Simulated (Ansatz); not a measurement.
## Resistivity from frozen vibrations: Cu(111) with 4 thermally displaced layers, 2x2

How much do lattice vibrations at 300 K scatter the electrons of Cu? Layers with random displacements are laid between perfect leads, and the resistance is followed against their length.

Method: Ansatz plane-wave DFT, PBE, PAW files; ballistic transport by layer matching (Landauer), zero bias; PAW set soft_1, in Ansatz 0.2.0.

**1. Set-up**

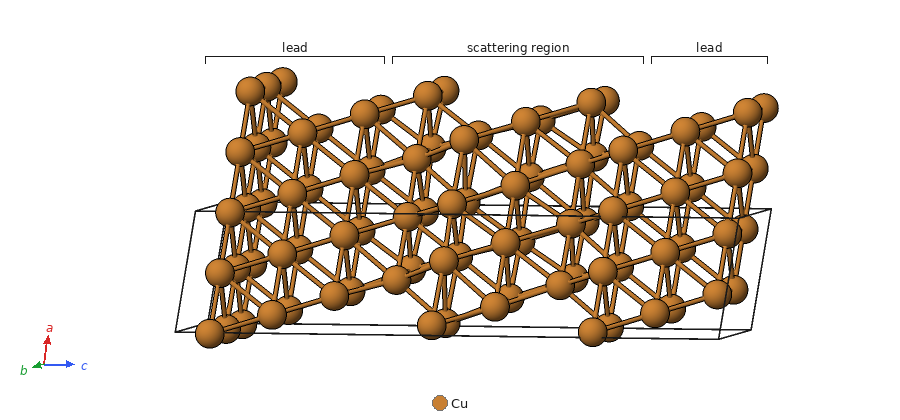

The starting structure, seen from the side, with the c axis across the page (copper orange). 2×1×1 cells are drawn. Some periodic images of atoms are drawn too.

The cell holds 40 atoms: 40 Cu. Cell: a = 5.112 Å, b = 5.112 Å, c = 20.923 Å, α = 93.5°, β = 86.5°, γ = 120.0°. It derives from Cu. Regions: lead, 24 atoms (24 Cu); scattering region, 16 atoms (16 Cu). The structure is stacked along c, and the current runs across the ab planes.

**2. With 4 displaced layers**

Each atom of 4 layers is moved at random, by amounts drawn from a normal law 0.0778 Å wide in each direction from the Debye model (343 K) at 300 K. The layers about the cell's end stay perfect and serve as the lead. Disorder leaves little or no symmetry, which makes such runs dear. Energies from -0.05 to 0.05 eV in steps of 0.05 eV are too few for the program's thermal sum, so it prints no conductance; for a metal the transmission near the Fermi level serves, at a fraction of the cost.

Contents of input.yaml:

```yaml
crystal:
  lattice:
    - [5.1123254594, 0.0, 0.0]
    - [-2.5561627297, 4.4274037203, 0.0]
    - [1.2780813649, -0.73790062, 20.8709812911]
  atoms:
    - { symbol: Cu, position: [0.9916666667, 0.0083333333, 0.05] }
    - { symbol: Cu, position: [0.9916666667, 0.5083333333, 0.05] }
    - { symbol: Cu, position: [0.4916666667, 0.0083333333, 0.05] }
    - { symbol: Cu, position: [0.4916666667, 0.5083333333, 0.05] }
    - { symbol: Cu, position: [0.1416666667, 0.3583333333, 0.15] }
    - { symbol: Cu, position: [0.1416666667, 0.8583333333, 0.15] }
    - { symbol: Cu, position: [0.6416666667, 0.3583333333, 0.15] }
    - { symbol: Cu, position: [0.6416666667, 0.8583333333, 0.15] }
    - { symbol: Cu, position: [0.2916666667, 0.2083333333, 0.25] }
    - { symbol: Cu, position: [0.2916666667, 0.7083333333, 0.25] }
    - { symbol: Cu, position: [0.7916666667, 0.2083333333, 0.25] }
    - { symbol: Cu, position: [0.7916666667, 0.7083333333, 0.25] }
    - { symbol: Cu, position: [0.9420213529, 0.0564104331, 0.3523865158] }
    - { symbol: Cu, position: [0.9383329751, 0.5491479433, 0.3513474731] }
    - { symbol: Cu, position: [0.4702603865, 0.0745333913, 0.3473775518] }
    - { symbol: Cu, position: [0.416915374, 0.5474100945, 0.350154] }
    - { symbol: Cu, position: [0.0551474713, 0.403716067, 0.4453571502] }
    - { symbol: Cu, position: [0.0759425172, 0.8985760257, 0.448821317] }
    - { symbol: Cu, position: [0.6071655199, 0.426567073, 0.4495210194] }
    - { symbol: Cu, position: [0.6063940483, 0.8968663414, 0.4513098917] }
    - { symbol: Cu, position: [0.2566989009, 0.2595230524, 0.5472293723] }
    - { symbol: Cu, position: [0.2234870925, 0.7504293375, 0.5508205505] }
    - { symbol: Cu, position: [0.7245687166, 0.2545599075, 0.5494066528] }
    - { symbol: Cu, position: [0.7515594029, 0.7623249103, 0.5513242857] }
    - { symbol: Cu, position: [0.8800944533, 0.1065433535, 0.6529214611] }
    - { symbol: Cu, position: [0.9023874994, 0.5871559116, 0.6556415915] }
    - { symbol: Cu, position: [0.4188401087, 0.1222226815, 0.650985486] }
    - { symbol: Cu, position: [0.3984797474, 0.6351634893, 0.6573048438] }
    - { symbol: Cu, position: [0.0416666667, 0.4583333333, 0.75] }
    - { symbol: Cu, position: [0.0416666667, 0.9583333333, 0.75] }
    - { symbol: Cu, position: [0.5416666667, 0.4583333333, 0.75] }
    - { symbol: Cu, position: [0.5416666667, 0.9583333333, 0.75] }
    - { symbol: Cu, position: [0.1916666667, 0.3083333333, 0.85] }
    - { symbol: Cu, position: [0.1916666667, 0.8083333333, 0.85] }
    - { symbol: Cu, position: [0.6916666667, 0.3083333333, 0.85] }
    - { symbol: Cu, position: [0.6916666667, 0.8083333333, 0.85] }
    - { symbol: Cu, position: [0.8416666667, 0.1583333333, 0.95] }
    - { symbol: Cu, position: [0.8416666667, 0.6583333333, 0.95] }
    - { symbol: Cu, position: [0.3416666667, 0.1583333333, 0.95] }
    - { symbol: Cu, position: [0.3416666667, 0.6583333333, 0.95] }
kpoints:
  mp_grid: { grid: [5, 5, 1] }
hamiltonian:
  xc: pbe
  pseudopotentials: { kind: paw, azcp: { folder: soft_1 } }
scf:
  occupations: { method: fermi_dirac, width: 0.1 }
output:
  transmission:
    leads: [[0, 4]]
    kmesh: [10, 10]
    e_range: [-0.05, 0.05]
    de: 0.05
  write_potential: true
  write_density: true
  volumetric_format: npy
  elf: true
```

Command:

```console
ansatz run input.yaml --threads 4 --pin off --max-ram 15360MiB --backend cpu --events-out ev --progress --plain --runs-dir out
```

Numbers of over 12 decimals in the logs are rounded to 6 here.

Output:

```text
Engine: ansatz 0.2.0, aarch64-unknown-linux-gnu
Pseudopotentials: kind: paw
Pseudopotential: Cu, paw, valence charge 19, recommended cutoff 420 eV (normal), soft_1/Cu.paw.azcp
Functional definition: PBE
  parameter kappa = 0.804
  parameter beta = 0.066725
  exchange = pbe_x(kappa = kappa, mu = beta*pi^2/3)
  correlation = pbe_c(beta = beta)
Crystal: 40 atoms, lattice volume = 472.401 Å³
Basis set: ecut = 420 eV, 9295 PW (Γ)
Bands: 456, of which v1, the nominal top of the filled ones, is band 380 counted from 1 (379 counted from 0)
Symmetry: 1 space group operations
Space group: P1 (ITA 1), of the structure as read, at distance tolerance 7.8e-5 Å
k-points: 13 of 25 (time reversal used)
Non-local potential: Cu, projectors of the file, l = 0: 3, l = 1: 2, l = 2: 3, l = 3: 1
PAW form: soft (Blöchl's): semilocal exchange-correlation on the pseudo side does not see the compensation charge
PAW one-centre angular grid: Cu, 590 points (default); XC on 64 Gauss nodes
Initial density: superposition of atomic densities (chi_scale 0.1, normalization cell)
Initial wavefunctions: pseudopotential atomic-orbital guess
Functional: x = pbe(κ = 0.804, μ = 0.219515), c = pbe(β = 0.066725)
SCF iter   1: F=—  HF=-265042.842241 eV  |F-HF|=—  |Δ(HF+E_count)|=         —  Δρ=2.67e-1  dr2=2.02e2  ethr=3.10e-3  ⟨swp⟩=4.9  Hψ=18215  notcnv=0  defer=16
preconditioner: auto → Kerker (q_TF=auto, 2.953 Å⁻¹)  [metal: Δε(μ)=0.004 eV  Ē_g=9.126 eV  σ=0.100 eV  W_gap=0.01  n_scr=218 (ndim 8)  ℏωp=35.8 eV  f_vac=0.000  D(μ)=23.30/eV (n_scr^D=228)]
SCF iter   2: F=—  HF=-265012.652349 eV  |F-HF|=—  |Δ(HF+E_count)|=    3.02e1  Δρ=7.33e-2  dr2=1.98e1  ethr=3.10e-3  ⟨swp⟩=2.0  Hψ=11369  notcnv=0  defer=690
SCF iter   3: F=—  HF=-265007.312252 eV  |F-HF|=—  |Δ(HF+E_count)|=    5.34e0  Δρ=4.44e-2  dr2=7.47e0  ethr=2.61e-3  ⟨swp⟩=2.0  Hψ=7042  notcnv=0  defer=701
SCF iter   4: F=—  HF=-265005.952316 eV  |F-HF|=—  |Δ(HF+E_count)|=    1.36e0  Δρ=8.74e-3  dr2=2.22e-1  ethr=9.82e-4  ⟨swp⟩=2.0  Hψ=8205  notcnv=0  defer=701
SCF iter   5: F=—  HF=-265006.292452 eV  |F-HF|=—  |Δ(HF+E_count)|=   3.40e-1  Δρ=3.38e-3  dr2=4.01e-2  ethr=2.93e-5  ⟨swp⟩=2.0  Hψ=9952  notcnv=0  defer=715
SCF iter   6: F=—  HF=-265006.296272 eV  |F-HF|=—  |Δ(HF+E_count)|=   3.82e-3  Δρ=1.15e-3  dr2=5.16e-3  ethr=5.28e-6  ⟨swp⟩=2.0  Hψ=9648  notcnv=0  defer=715
SCF iter   7: F=—  HF=-265006.298138 eV  |F-HF|=—  |Δ(HF+E_count)|=   1.87e-3  Δρ=2.56e-4  dr2=2.85e-4  ethr=6.78e-7  ⟨swp⟩=2.0  Hψ=10141  notcnv=0  defer=715
SCF iter   8: F=—  HF=-265006.298167 eV  |F-HF|=—  |Δ(HF+E_count)|=   2.91e-5  Δρ=8.66e-5  dr2=3.44e-5  ethr=3.74e-8  ⟨swp⟩=1.1  Hψ=5215  notcnv=0  defer=715
SCF iter   9: F=—  HF=-265006.298140 eV  |F-HF|=—  |Δ(HF+E_count)|=   2.65e-5  Δρ=6.77e-5  dr2=1.96e-5  ethr=4.53e-9  ⟨swp⟩=2.0  Hψ=9737  notcnv=0  defer=715
SCF iter  10: F=—  HF=-265006.298138 eV  |F-HF|=—  |Δ(HF+E_count)|=   2.70e-6  Δρ=1.28e-5  dr2=1.20e-6  ethr=2.58e-9  ⟨swp⟩=2.0  Hψ=7753  notcnv=0  defer=715
SCF iter  11: F=—  HF=-265006.298138 eV  |F-HF|=—  |Δ(HF+E_count)|=   1.03e-7  Δρ=2.54e-6  dr2=1.24e-7  ethr=1.58e-10  ⟨swp⟩=2.1  Hψ=7443  notcnv=0  defer=715
SCF iter  12: F=-265006.298138 eV  HF=-265006.298138 eV  |F-HF|=5.77e-8  |Δ(HF+E_count)|=   7.57e-9  Δρ=2.82e-6  dr2=4.60e-8  ethr=1.32e-11  ⟨swp⟩=7.2  Hψ=20560  notcnv=0
SCF 1 converged in 12 iterations: F = -265006.298138 eV  dr2 = 4.60e-8
  greatest PAW one-centre occupation: 1.000 electrons in one spin orbital (limit 2), on the Cu atom at site 20 (counted from 0), in its partial waves of l = 0
transmission: 158 of 1560 steps passed
transmission: 314 of 1560 steps passed
[...]
transmission: 1560 of 1560 steps passed
SCF converged after 12 iterations
Free energy (F): -265006.298138 eV
Harris-Foulkes:  -265006.298138 eV  (|F-HF|=5.77e-8)
Internal energy: -265005.793484 eV  (E = F + TS)
E sigma→0 (E₀):  -265006.045811 eV
Entropy (-TS):   -0.504654 eV (-12.616 meV/atom)
Fermi energy:    16.341273 eV
--- Per-component energies (eV) ---
  E_band       = -14697.696373
  E_kinetic    = 10476.009106
  E_local      = -180749.752205  (includes V_loc(G=0)·N_el)
  E_nonlocal   = 35591.365497
  E_hartree    = 76600.034016
  E_xc         = -2762.193793
  E_vxc        = -3566.845670  (∫ρ·V_xc dr)
  E_paw        = -72595.869238  (= ΣΔE_a)
  E_vpaw       = -29648.640111  (= ΣTr[D̂ρ^β])
  E_aug_tail   = 0.041207  (compensation charges beyond the density's cutoff)
  E_ewald      = -131565.428074
  E_smearing   = -0.504654  (= −TS)
  E_closure    = -0.000000  (closes the sum)
  Σ components = -265006.298138   (vs F -265006.298138, Δ=0.00e0)
--- Band table (eV; the first three rows and the last of 13) ---
  k-point 0: bands = [... 376 lower, 16.2532, 16.6528, 16.6795, 16.6962, 16.7277, 17.0227, 17.0513, 17.2542, ... 72 higher]
  k-point 1: bands = [... 376 lower, 15.9710, 16.0639, 16.1015, 16.2655, 16.3890, 16.4457, 16.4783, 16.5538, ... 72 higher]
  k-point 2: bands = [... 376 lower, 16.1232, 16.1391, 16.1852, 16.2256, 16.2886, 16.3842, 16.5245, 16.6681, ... 72 higher]
  k-point 12: bands = [... 376 lower, 15.3397, 15.9956, 16.0828, 16.3018, 16.3451, 16.6218, 16.8478, 17.6150, ... 72 higher]
--- Transmission ---
  basis      : 199 plane waves across, 30 finite elements along
  points     : 52, standing for a mesh of 10 x 10
  energies   : 3 from -0.050000 to 0.050000 eV about the Fermi level, 0.050000 eV apart; the leads are filled to 0.000000 eV, and channels, transmission and decay are at 0.000000 eV
  crystal 0  : Cu4, at the sites [0, 4], period 2.0871 Å, over 12.52 Å; its Hamiltonian steps by up to 4.5 meV
    offset         : up to 0.0000 Å between an atom of the period and one for which it stands
    channels       : 3.210000e0 a spin
    conductance    : none, the energies end too early or step too widely for 300 K: set another output.transmission.e_range or a lower de, or, where they end at an eighth of basis.ecutwfc, a higher one
  junction   : crystal 0 to crystal 0, 0.70 to 19.48 Å
    transmission   : 3.128713e0 a spin
    conductance    : none, the energies end too early or step too widely for 300 K: set another output.transmission.e_range or a lower de, or, where they end at an eighth of basis.ecutwfc, a higher one
```

Elapsed: 6.3 min, on 4 threads of Arm Neoverse V2, shared host; peak memory 4.9 GiB.

The column dr2 measures how far the density is from self-consistency, as an energy; F and HF (Harris–Foulkes) agree once it is small.

This step gave:

```
free energy                                    : -265006.2981 eV
energy at zero smearing                        : -265006.0458 eV
Fermi energy                                   : 16.34 eV
cell area                                      : 22.63 Å²
transmission per spin nearest the Fermi level  : 3.129
open channels per spin nearest the Fermi level : 3.21
step of the lead's potential                   : 4.5 meV
```

Per spin. The transmission, zone mean by energy, zero at the Fermi level:

```tsv
energy (eV)	transmission, zone mean
-0.0500	3.12
0.0000	3.13
0.0500	3.13
```

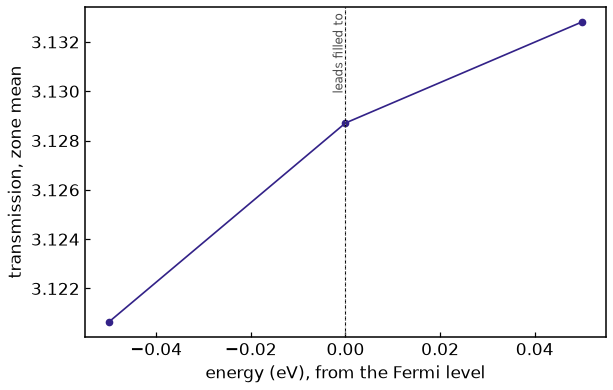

Transmission, zone mean, plotted against energy.

Per spin. The open channels, zone mean, lead stays at 3.21 for energy from -0.05 to 0.05 eV.

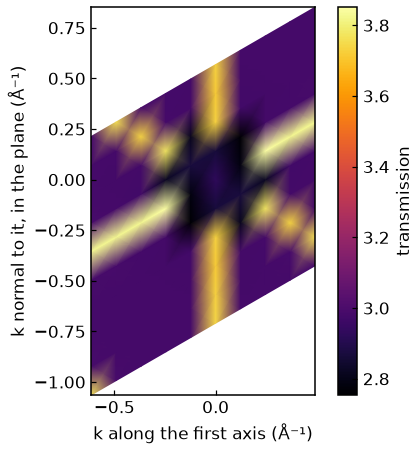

Transmission over k1 and k2. At 0.0000 eV from the Fermi level.

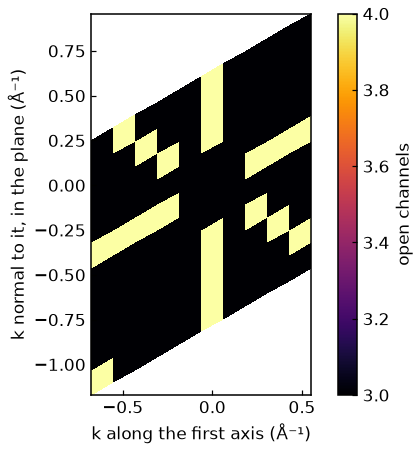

Open channels over k1 and k2. At 0.0000 eV from the Fermi level.

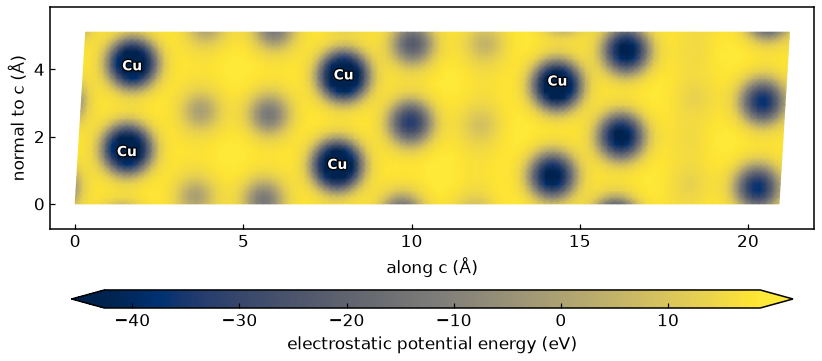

Electrostatic potential energy in the ca plane at fractional y = 0.547, with atoms of Cu within 0.2 Å of it. With pseudopotentials it is smooth inside the atoms' cores, unlike the true potential. The map starts off the cell's origin, so that atoms lie inside it.

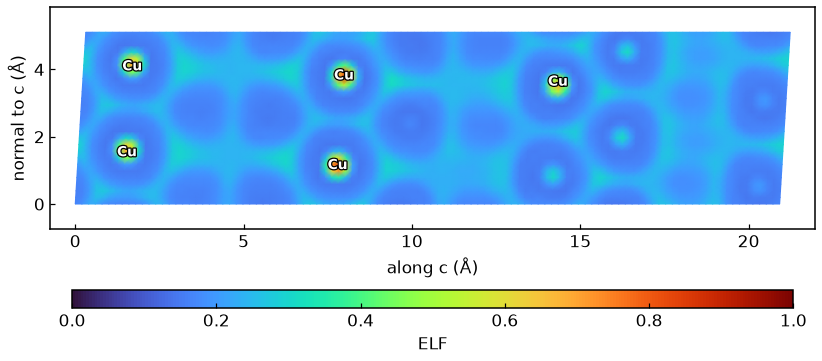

ELF in the ca plane at fractional y = 0.547, with atoms of Cu within 0.2 Å of it. It is the smooth field of the valence electrons, not physical close to the nuclei. The map starts off the cell's origin, so that atoms lie inside it.

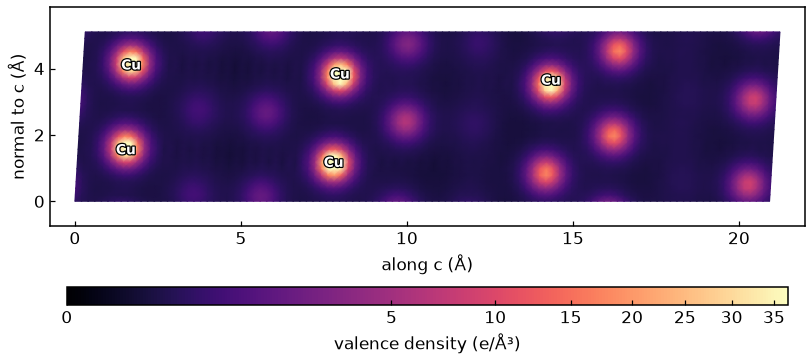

Valence density in the ca plane at fractional y = 0.547, with atoms of Cu within 0.2 Å of it. It is the smooth field of the valence electrons, not physical close to the nuclei. The map starts off the cell's origin, so that atoms lie inside it. The colour scale is stretched toward low values.

Over the solved energies the transmission per spin lies between 3.12 and 3.13, out of 3.21 channels of the lead on average (up to 3.21).

[end of part 1 of 2]

[Logs are printed without paths, hosts, clocks, repeated set-up lines and the standing remarks that a program may print on its own settings, such as how far it seeks lower states.]

[Hosts, paths, dates, database ids (printed as entryN), source tags and the programs' standing remarks are cut or masked in the printed files.]
